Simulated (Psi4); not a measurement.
# BHOF2 (difluorohydroxyborane) at HF/STO-3G

What is the vertical ionisation energy of BHOF2 (difluorohydroxyborane) at HF/STO-3G? 

The results are computed with Psi4 1.11.

## (1) The molecule

BHOF2: 5 atoms, total charge 0, spin state singlet. As SMILES, `OB(F)F`. The shape is that of a PBE0-D4/def2-TZVP optimisation.

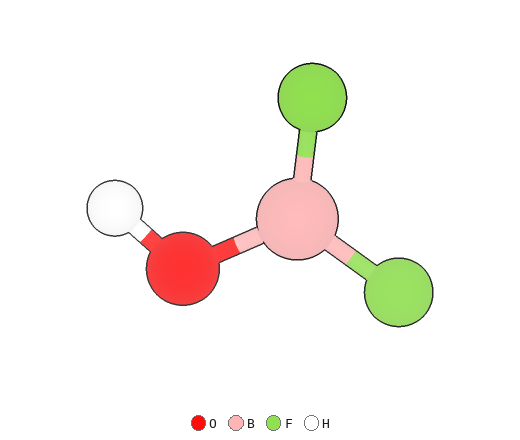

The structure, seen from a chosen angle (oxygen red, boron pink, fluorine green, hydrogen white).

## (2) Energy and gradient at HF/STO-3G

The input, calc.py:

```python
import psi4

psi4.set_memory(2200000000)
psi4.set_num_threads(1)
psi4.core.set_output_file('output.dat', False)

mol = psi4.geometry("""
0 1
O      0.038630     1.000750     0.174310
B      0.105760    -0.342460     0.137210
F      0.731030    -0.986880     1.100700
F     -0.439530    -1.051930    -0.843330
H     -0.435890     1.380520    -0.568880
symmetry c1
""")

psi4.set_options({
    'puream': True,
    'e_convergence': 1e-09,
    'd_convergence': 1e-08,
    'scf_type': 'pk',
})

E = psi4.gradient("scf/STO-3G")
print('gradient / Eh bohr^-1')
print(E.np.round(6))
```

The run is started by

```sh
python calc.py
```

output.dat:

```text
[...]
  Running in c1 symmetry.
[...]
  Nuclear repulsion =  112.725598717264262
[...]
  Multiplicity = 1
[...]
  Nalpha       = 16
  Nbeta        = 16
[...]
    Number of basis functions: 21
[...]
   @RHF iter   1:  -294.92253803969271   -1.79440e+00   1.87935e-02 DIIS/ADIIS
[...]
   @RHF iter  11:  -295.03670324123408    1.70530e-13   2.25877e-09 DIIS
[...]
    Orbital Energies [Eh]
    ---------------------
    Doubly Occupied:
       1A    -25.938074     2A    -25.934105     3A    -20.283470
       4A     -7.515865     5A     -1.523665     6A     -1.487238
       7A     -1.309321     8A     -0.695667     9A     -0.635451
      10A     -0.596534    11A     -0.576602    12A     -0.499172
      13A     -0.462725    14A     -0.461665    15A     -0.433408
      16A     -0.415114
[...]
  @RHF Final Energy:  -295.03670324123408
   => Energetics <=
    Nuclear Repulsion Energy =            112.7255987172642619
    One-Electron Energy =                -637.9884505340875194
    Two-Electron Energy =                 230.2261485755892068
    Total Energy =                       -295.0367032412340791
[...]
 Multipole Moments:
 ------------------------------------------------------------------------------------
     Multipole            Electronic (a.u.)      Nuclear  (a.u.)        Total (a.u.)
 ------------------------------------------------------------------------------------
 L = 1.  Multiply by 2.5417464519 to convert [e a0] to [Debye]
 Dipole X            :          0.2926032           -0.5864318           -0.2938285
 Dipole Y            :         -2.5268579            2.8269837            0.3001258
 Dipole Z            :          0.2053798           -0.6583888           -0.4530090
 Magnitude           :                                                    0.6177604
[...]
  -Total Gradient:
     Atom            X                  Y                   Z
    ------   -----------------  -----------------  -----------------
       1       -0.014232941713     0.000925417728    -0.023449086551
       2        0.001782732146     0.019875264266     0.005145786859
       3        0.003091517143    -0.005755859683     0.004479957675
       4       -0.003906227010    -0.007840454606    -0.007330103228
       5        0.013264919433    -0.007204367704     0.021153445245
[...]
```

Standard output:

```text
gradient / Eh bohr^-1
[[-0.014233  0.000925 -0.023449]
 [ 0.001783  0.019875  0.005146]
 [ 0.003092 -0.005756  0.00448 ]
 [-0.003906 -0.00784  -0.00733 ]
 [ 0.013265 -0.007204  0.021153]]
```

Run time: 0.96 s. Hardware: 1 thread of AMD EPYC 9B45 (Zen 5), shared host; peak memory 0.18 GiB.

## (3) The doublet cation at the same level

The input, job.inp:

```
memory 2200 MB

molecule geom {
  1 2
  O      0.038630     1.000750     0.174310
  B      0.105760    -0.342460     0.137210
  F      0.731030    -0.986880     1.100700
  F     -0.439530    -1.051930    -0.843330
  H     -0.435890     1.380520    -0.568880
  units angstrom
  symmetry c1
  no_reorient
  no_com
}

set basis STO-3G
set reference uhf
set puream true
set e_convergence 1e-09
set d_convergence 1e-08
set scf_type pk
set maxiter 100

result, w = gradient("hf", return_wfn=True)
oeprop(w, "WIBERG_LOWDIN_INDICES", "LOWDIN_CHARGES", "MAYER_INDICES", title="HF")
print_variables()
```

The run is started by

```sh
psi4 -i job.inp -o job.out -n 1
```

job.out:

```text
[...]
  Running in c1 symmetry.
[...]
  Nuclear repulsion =  112.725598717264262
[...]
  Multiplicity = 2
[...]
  Nalpha       = 16
  Nbeta        = 15
[...]
    Number of basis functions: 21
[...]
   @UHF iter   1:  -294.55221050727448   -1.42408e+00   2.01571e-02 DIIS/ADIIS
[...]
   @UHF iter  15:  -294.69906391201818   -1.36424e-12   9.80782e-09 DIIS
[...]
   @S^2 Observed:                7.598182056E-01
[...]
    Orbital Energies [Eh]
    ---------------------
    Alpha Occupied:
       1A    -26.302258     2A    -26.294447     3A    -20.958970
       4A     -7.897527     5A     -1.901730     6A     -1.824386
       7A     -1.800003     8A     -1.187558     9A     -1.095770
      10A     -1.047276    11A     -0.938105    12A     -0.865179
      13A     -0.850630    14A     -0.799534    15A     -0.768454
      16A     -0.766125
    Alpha Virtual:
      17A      0.011414    18A      0.128193    19A      0.287993
      20A      0.465471    21A      0.505349
[...]
  @UHF Final Energy:  -294.69906391201818
   => Energetics <=
    Nuclear Repulsion Energy =            112.7255987172642619
    One-Electron Energy =                -625.7141662240330788
    Two-Electron Energy =                 218.2895035947506699
    Total Energy =                       -294.6990639120181754
  UHF NO Occupations:
  HONO-2 :   14  A 1.9987307
  HONO-1 :   15  A 1.9970372
[...]
 Multipole Moments:
 ------------------------------------------------------------------------------------
     Multipole            Electronic (a.u.)      Nuclear  (a.u.)        Total (a.u.)
 ------------------------------------------------------------------------------------
 L = 1.  Multiply by 2.5417464519 to convert [e a0] to [Debye]
 Dipole X            :         -6.0373071            5.7172719           -0.3200352
 Dipole Y            :         21.4419255          -20.1729587            1.2689668
 Dipole Z            :         -7.6233099            7.2338338           -0.3894761
 Magnitude           :                                                    1.3654270
[...]
  -Total Gradient:
     Atom            X                  Y                   Z
    ------   -----------------  -----------------  -----------------
       1       -0.020370928602    -0.123700790282    -0.047347403424
       2       -0.020761882754     0.247033873632    -0.007097201317
       3        0.017044092766    -0.035331213971     0.024302274561
       4       -0.012692584058    -0.042245822689    -0.025663336954
       5        0.036781302648    -0.045756046691     0.055805667134
[...]
```

Wall time 0.96 s (1 thread of AMD EPYC 9B45 (Zen 5), shared host); peak memory 0.18 GiB.

## (4) What came out

Level: HF/STO-3G.

```
                                          quantity          value
                       singlet BHOF2: total energy  -295.03670 Eh
                      singlet BHOF2: dipole moment         1.57 D
                        singlet BHOF2: HOMO energy      -11.30 eV
                        singlet BHOF2: LUMO energy        9.89 eV
                      singlet BHOF2: HOMO–LUMO gap       21.19 eV
           singlet BHOF2: largest force on an atom     1.411 eV/Å
                      doublet cation: total energy  -294.69906 Eh
doublet cation: HOMO energy (highest over α and β)      -19.67 eV
 doublet cation: LUMO energy (lowest over α and β)       -7.42 eV
                              doublet cation: ⟨S²⟩          0.760
          doublet cation: largest force on an atom    12.753 eV/Å
vertical ionisation energy (to the doublet cation)       9.188 eV
```

The vertical ionisation energy comes to 9.19 eV (886 kJ/mol). The largest force (singlet BHOF2) is 1.41 eV/Å: the shape isn't a stationary point for this species at this level. The negative HOMO energy of the first species, 11.30 eV, lies 2.11 eV above that difference. In a minimal basis such a difference can be off by several eV, whatever the method.
